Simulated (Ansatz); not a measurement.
# BrH3Si: two geometries relaxed

Aim: relax the geometries before and after the reaction (1,1-elimination), and see whether they are two minima and how far apart in energy. Meant to form: H3–Br2; to break: Si1–Br2, Si1–H3. The start is a guess near the saddle point, from which both ends are pulled out.

Program: Ansatz 0.2.0. Level of theory: RKS r2SCAN-D4/def2-SVP. These are calculated values, not measurements.

**1. The system as given**

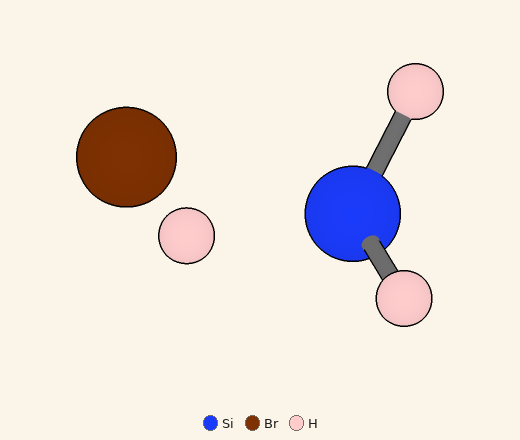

The starting structure, seen from a chosen angle (silicon blue, bromine brown, hydrogen pink).

Coordinates:

```xyz
5

Si    0.2175    0.6091    0.1711
Br   -0.6645   -1.8375   -0.5520
H    -0.5743   -0.0203   -1.3908
H    -0.5892    0.9409    1.3312
H     1.6105    0.3077    0.4405
```

**2. A restrained relaxation towards end A**

Springs on the bonds that form and break draw the guess towards this end; the thresholds are loose.

input.yaml

```yaml
crystal:
  periodic: [false, false, false]
  atoms:
    - { symbol: Si, position_ang: [0.2175, 0.6091, 0.1711] }
    - { symbol: Br, position_ang: [-0.6645, -1.8375, -0.552] }
    - { symbol: H, position_ang: [-0.5743, -0.0203, -1.3908] }
    - { symbol: H, position_ang: [-0.5892, 0.9409, 1.3312] }
    - { symbol: H, position_ang: [1.6105, 0.3077, 0.4405] }
basis:
  gaussian: { orbitals: def2-SVP }
hamiltonian:
  xc: r2scan
  dispersion: d4
relax:
  f_tol: 0.15
  max_steps: 25
  restrain:
    - { distance: [2, 1], at: 2.81, k: 30.0 }
    - { distance: [0, 1], at: 2.31, k: 30.0 }
    - { distance: [0, 2], at: 1.42, k: 30.0 }
output:
  orbitals: {}
```

On the command line:

```
$ ansatz run input.yaml --threads 2 --pin off --max-ram 3072MiB --backend cpu --events-out ev --progress --plain --runs-dir out
```

The log of the run:

```text
Warning: RAYON_NUM_THREADS=2 ignored (pool sized by the plan → 2); use --threads N
The last accepted step is kept in <dir> (removed where the run ends without a failure and the disk answers)
Engine: ansatz 0.2.0, x86_64-unknown-linux-gnu
Functional definition: r2SCAN
  parameter k0 = 0.174
  parameter k1 = 0.065
  parameter a1 = 4.9479
  exchange = r2scan_x(k0 = k0, k1 = k1, a1 = a1)
  correlation = r2scan_c
715 factors; their error is unknown
mean field evaluation 1: about -77958.4715 eV, gradient 1.0e1 eV
mean field evaluation 2: about -77957.0005 eV, gradient 2.1e1 eV
mean field evaluation 4: about -77958.8764 eV, gradient 8.1e-1 eV
mean field evaluation 8: about -77958.7921 eV, gradient 3.0e-2 eV
mean field -77958.79214752 eV, -2864.9327690541 hartree, gradient 1.1e-5 eV, S^2 0.000000; 0 other end points of the search recorded, 0 dependent functions left out
the calculation of the forces begins
reference -77958.79215492 eV, -2864.9327693262 hartree; 26, 26 occupied and 39, 39 virtual orbitals, 715 factors
relax step   1: F+E_penalty+E_count = -77958.81086671 eV  Δ(F+E_penalty+E_count) = +0.000e0 eV  max|allowed force component| = 3.489e0 eV/Å  E_restraint = 14.94606609 eV  max|allowed force component, restraints' pulls added| = 2.776e1 eV/Å  Δτ_max = 0.0000 Å  (25 SCF iters, accepted)
  distance H 2 - Br 1 = 2.0035 Å
  distance Si 0 - Br 1 = 2.6994 Å
  distance Si 0 - H 2 = 1.8608 Å
these checks for a lower state are left out or cut short: starts, cluster_reference, orbital_swaps, neighbouring_geometries, increment
715 factors; their error is unknown
mean field evaluation 16: about -77959.4588 eV, gradient 9.1e0 eV
mean field -77959.81926251 eV, -2864.9705148337 hartree, gradient 9.5e-6 eV, S^2 0.000000; 0 other end points of the search recorded, 0 dependent functions left out
the calculation of the forces begins
reference -77959.81926995 eV, -2864.9705151073 hartree; 26, 26 occupied and 39, 39 virtual orbitals, 715 factors
relax step   2: F+E_penalty+E_count = -77959.83641463 eV  Δ(F+E_penalty+E_count) = -1.026e0 eV  max|allowed force component| = 2.719e0 eV/Å  E_restraint = 6.10736067 eV  max|allowed force component, restraints' pulls added| = 1.755e1 eV/Å  Δτ_max = 0.1950 Å  (32 SCF iters, accepted)
  distance H 2 - Br 1 = 2.2819 Å
  distance Si 0 - Br 1 = 2.5842 Å
  distance Si 0 - H 2 = 1.6503 Å
these checks for a lower state are left out or cut short: starts, cluster_reference, orbital_swaps, neighbouring_geometries, increment
715 factors; their error is unknown
mean field -77960.72538442 eV, -2865.0038141997 hartree, gradient 8.4e-6 eV, S^2 0.000000; 0 other end points of the search recorded, 0 dependent functions left out
the calculation of the forces begins
reference -77960.72539193 eV, -2865.0038144760 hartree; 26, 26 occupied and 39, 39 virtual orbitals, 715 factors
relax step   3: F+E_penalty+E_count = -77960.74221466 eV  Δ(F+E_penalty+E_count) = -9.058e-1 eV  max|allowed force component| = 2.377e0 eV/Å  E_restraint = 1.50798355 eV  max|allowed force component, restraints' pulls added| = 8.504e0 eV/Å  Δτ_max = 0.1949 Å  (32 SCF iters, accepted)
  distance H 2 - Br 1 = 2.5513 Å
  distance Si 0 - Br 1 = 2.4580 Å
  distance Si 0 - H 2 = 1.5281 Å
these checks for a lower state are left out or cut short: starts, cluster_reference, orbital_swaps, neighbouring_geometries, increment
715 factors; their error is unknown
mean field evaluation 32: about -77961.3799 eV, gradient 7.3e0 eV
mean field -77961.44724763 eV, -2865.0303421834 hartree, gradient 1.4e-5 eV, S^2 0.000000; 0 other end points of the search recorded, 0 dependent functions left out
the calculation of the forces begins
reference -77961.44725514 eV, -2865.0303424593 hartree; 26, 26 occupied and 39, 39 virtual orbitals, 715 factors
relax step   4: F+E_penalty+E_count = -77961.46410304 eV  Δ(F+E_penalty+E_count) = -7.219e-1 eV  max|allowed force component| = 9.081e-1 eV/Å  E_restraint = 0.12611676 eV  max|allowed force component, restraints' pulls added| = 2.193e0 eV/Å  Δτ_max = 0.1947 Å  (26 SCF iters, accepted)
  distance H 2 - Br 1 = 2.7694 Å
  distance Si 0 - Br 1 = 2.3165 Å
  distance Si 0 - H 2 = 1.5019 Å
these checks for a lower state are left out or cut short: starts, cluster_reference, orbital_swaps, neighbouring_geometries, increment
715 factors; their error is unknown
mean field -77961.60691458 eV, -2865.0362098355 hartree, gradient 5.8e-6 eV, S^2 0.000000; 0 other end points of the search recorded, 0 dependent functions left out
the calculation of the forces begins
reference -77961.60692194 eV, -2865.0362101061 hartree; 26, 26 occupied and 39, 39 virtual orbitals, 715 factors
relax step   5: F+E_penalty+E_count = -77961.62375544 eV  Δ(F+E_penalty+E_count) = -1.597e-1 eV  max|allowed force component| = 1.280e0 eV/Å  E_restraint = 0.03216988 eV  max|allowed force component, restraints' pulls added| = 1.153e0 eV/Å  Δτ_max = 0.1970 Å  (26 SCF iters, accepted)
  distance H 2 - Br 1 = 2.8277 Å
  distance Si 0 - Br 1 = 2.2673 Å
  distance Si 0 - H 2 = 1.4175 Å
these checks for a lower state are left out or cut short: starts, cluster_reference, orbital_swaps, neighbouring_geometries, increment
715 factors; their error is unknown
mean field -77961.64541786 eV, -2865.0376248051 hartree, gradient 1.4e-5 eV, S^2 0.000000; 0 other end points of the search recorded, 0 dependent functions left out
the calculation of the forces begins
reference -77961.64542525 eV, -2865.0376250766 hartree; 26, 26 occupied and 39, 39 virtual orbitals, 715 factors
relax step   6: F+E_penalty+E_count = -77961.66226055 eV  Δ(F+E_penalty+E_count) = -3.851e-2 eV  max|allowed force component| = 1.247e0 eV/Å  E_restraint = 0.03296734 eV  max|allowed force component, restraints' pulls added| = 7.182e-2 eV/Å  Δτ_max = 0.0684 Å  (25 SCF iters, accepted)
  distance H 2 - Br 1 = 2.8345 Å
  distance Si 0 - Br 1 = 2.2747 Å
  distance Si 0 - H 2 = 1.4388 Å
715 factors; their error is unknown
mean field evaluation 64: about -77961.6454 eV, gradient 9.9e-4 eV
mean field -77961.64541786 eV, -2865.0376248051 hartree, gradient 1.4e-5 eV, S^2 0.000000; 1 other end points of the search recorded, 0 dependent functions left out
the calculation of the forces begins
reference -77961.64542525 eV, -2865.0376250766 hartree; 26, 26 occupied and 39, 39 virtual orbitals, 715 factors
Total energy: -77961.66226794 eV, -2865.0382440340 hartree
Atom 0 at     0.068216     0.210036     0.033614 Å, force    -0.145463    -1.247267     0.453436 eV/Å
Atom 1 at    -0.570162    -1.964752    -0.158775 Å, force     0.209491     0.285633     0.327778 eV/Å
Atom 2 at    -0.352223     0.630932    -1.276416 Å, force    -0.094572     0.823867    -0.762734 eV/Å
Atom 3 at    -0.681458     0.845685     1.147442 Å, force     0.013270     0.071818    -0.008055 eV/Å
Atom 4 at     1.535626     0.277999     0.254134 Å, force     0.017273     0.065949    -0.010425 eV/Å
Dipole moment:     0.116906     0.390020     0.039562 e Å
```

It took 9.5 s on 2 threads of Intel Xeon Platinum 8488C (Sapphire Rapids), shared host; peak memory 0.14 GiB.

Relaxation path:

```tsv
step	energy from step 1 (eV)	largest force component (eV/Å)
1	0.0000	3.4891
2	-1.0255	2.7195
3	-1.9313	2.3771
4	-2.6532	0.9081
5	-2.8129	1.2804
6	-2.8514	1.2473
```

Step 1 is the start. Energies and forces in the table leave out the springs, which the log lists apart; the run stops on the force with the springs' pull added.

After: Bond lengths: Si1–Br2 2.275 Å, Si1–H3 1.439 Å, Si1–H4 1.485 Å, Si1–H5 1.485 Å. Angles: Br2–Si1–H3 96.9°, Br2–Si1–H4 109.3°, Br2–Si1–H5 109.5°, H3–Si1–H4 114.2°, H3–Si1–H5 114.2°, H4–Si1–H5 111.6°.

Pairs that crossed the distance rule for bonds on the way: came closer Si1–H3.

**3. Relaxing end A**

It starts where the restrained run ended.

input.yaml

```yaml
crystal:
  periodic: [false, false, false]
  atoms:
    - { symbol: Si, position_ang: [0.068216, 0.210036, 0.033614] }
    - { symbol: Br, position_ang: [-0.570162, -1.964752, -0.158775] }
    - { symbol: H, position_ang: [-0.352223, 0.630932, -1.276416] }
    - { symbol: H, position_ang: [-0.681458, 0.845685, 1.147442] }
    - { symbol: H, position_ang: [1.535626, 0.277999, 0.254134] }
basis:
  gaussian: { orbitals: def2-SVP }
hamiltonian:
  xc: r2scan
  dispersion: d4
relax:
  f_tol: 0.03
  max_steps: 50
```

On the command line:

```
$ ansatz run input.yaml --threads 2 --pin off --max-ram 3072MiB --backend cpu --events-out ev --progress --plain --runs-dir out
```

The log of the run:

```text
Warning: RAYON_NUM_THREADS=2 ignored (pool sized by the plan → 2); use --threads N
[... 8 set-up lines as earlier in the session ...]
715 factors; their error is unknown
mean field evaluation 1: about -77961.4598 eV, gradient 8.9e0 eV
mean field evaluation 2: about -77961.7057 eV, gradient 2.7e0 eV
mean field evaluation 4: about -77961.7318 eV, gradient 1.5e-1 eV
mean field evaluation 8: about -77961.6454 eV, gradient 1.9e-2 eV
mean field -77961.64540382 eV, -2865.0376242890 hartree, gradient 2.6e-5 eV, S^2 0.000000; 0 other end points of the search recorded, 0 dependent functions left out
the calculation of the forces begins
reference -77961.64541116 eV, -2865.0376245587 hartree; 26, 26 occupied and 39, 39 virtual orbitals, 715 factors
relax step   1: F+E_penalty+E_count = -77961.66224650 eV  Δ(F+E_penalty+E_count) = +0.000e0 eV  max|allowed force component| = 1.246e0 eV/Å  Δτ_max = 0.0000 Å  (22 SCF iters, accepted)
these checks for a lower state are left out or cut short: starts, cluster_reference, orbital_swaps, neighbouring_geometries, increment
715 factors; their error is unknown
mean field evaluation 16: about -77961.8368 eV, gradient 1.2e-1 eV
mean field -77961.74963139 eV, -2865.0414545816 hartree, gradient 2.7e-5 eV, S^2 0.000000; 0 other end points of the search recorded, 0 dependent functions left out
the calculation of the forces begins
reference -77961.74963881 eV, -2865.0414548544 hartree; 26, 26 occupied and 39, 39 virtual orbitals, 715 factors
relax step   2: F+E_penalty+E_count = -77961.76650383 eV  Δ(F+E_penalty+E_count) = -1.043e-1 eV  max|allowed force component| = 3.876e-1 eV/Å  Δτ_max = 0.1954 Å  (24 SCF iters, accepted)
these checks for a lower state are left out or cut short: starts, cluster_reference, orbital_swaps, neighbouring_geometries, increment
715 factors; their error is unknown
mean field -77961.75990980 eV, -2865.0418323063 hartree, gradient 1.4e-5 eV, S^2 0.000000; 0 other end points of the search recorded, 0 dependent functions left out
the calculation of the forces begins
reference -77961.75991720 eV, -2865.0418325781 hartree; 26, 26 occupied and 39, 39 virtual orbitals, 715 factors
relax step   3: F+E_penalty+E_count = -77961.77680293 eV  Δ(F+E_penalty+E_count) = -1.030e-2 eV  max|allowed force component| = 1.867e-1 eV/Å  Δτ_max = 0.0493 Å  (26 SCF iters, accepted)
these checks for a lower state are left out or cut short: starts, cluster_reference, orbital_swaps, neighbouring_geometries, increment
715 factors; their error is unknown
mean field evaluation 32: about -77961.7614 eV, gradient 1.2e-5 eV
mean field -77961.76143141 eV, -2865.0418882245 hartree, gradient 1.4e-5 eV, S^2 0.000000; 0 other end points of the search recorded, 0 dependent functions left out
the calculation of the forces begins
reference -77961.76143881 eV, -2865.0418884965 hartree; 26, 26 occupied and 39, 39 virtual orbitals, 715 factors
relax step   4: F+E_penalty+E_count = -77961.77831671 eV  Δ(F+E_penalty+E_count) = -1.514e-3 eV  max|allowed force component| = 5.747e-3 eV/Å  Δτ_max = 0.0127 Å  (26 SCF iters, accepted)
715 factors; their error is unknown
mean field -77961.76143141 eV, -2865.0418882245 hartree, gradient 1.4e-5 eV, S^2 0.000000; 1 other end points of the search recorded, 0 dependent functions left out
the calculation of the forces begins
reference -77961.76143881 eV, -2865.0418884965 hartree; 26, 26 occupied and 39, 39 virtual orbitals, 715 factors
Total energy: -77961.77832411 eV, -2865.0425090196 hartree
Atom 0 at     0.041386     0.153617     0.004700 Å, force    -0.000620    -0.004163     0.001183 eV/Å
Atom 1 at    -0.538702    -1.998205    -0.062248 Å, force    -0.000154    -0.000124    -0.000301 eV/Å
Atom 2 at    -0.318920     0.786530    -1.292759 Å, force    -0.001733     0.002037    -0.005614 eV/Å
Atom 3 at    -0.692785     0.811955     1.118910 Å, force    -0.003240     0.002274     0.004174 eV/Å
Atom 4 at     1.509019     0.246004     0.231396 Å, force     0.005747    -0.000024     0.000558 eV/Å
Dipole moment:     0.074407     0.276115     0.008520 e Å
```

Run time: 6.8 s. Hardware: 2 threads of Intel Xeon Platinum 8488C (Sapphire Rapids), shared host; peak memory 0.14 GiB.

The steps of the relaxation:

```tsv
step	energy from step 1 (eV)	largest force component (eV/Å)
1	0.0000	1.2465
2	-0.1043	0.3876
3	-0.1146	0.1867
4	-0.1161	0.0057
```

Step 1 is the start.

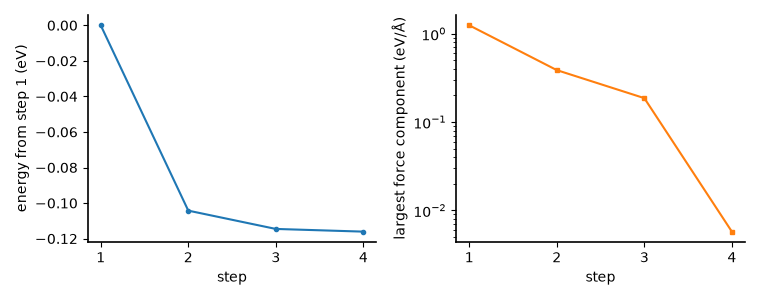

How energy and force went from step to step.

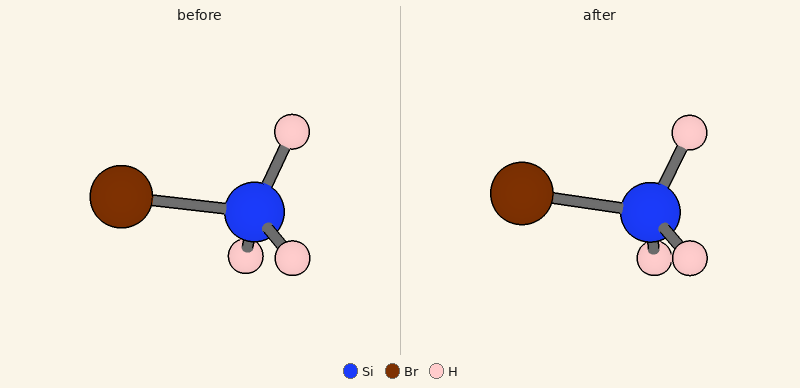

The structure before (left) and after (right), drawn at the same scale.

After: Bond lengths: Si1–Br2 2.230 Å, Si1–H3 1.488 Å, Si1–H4 1.488 Å, Si1–H5 1.488 Å. Angles: Br2–Si1–H3 108.7°, Br2–Si1–H4 108.7°, Br2–Si1–H5 108.7°, H3–Si1–H4 110.2°, H3–Si1–H5 110.2°, H4–Si1–H5 110.2°.

[end of part 1 of 2]
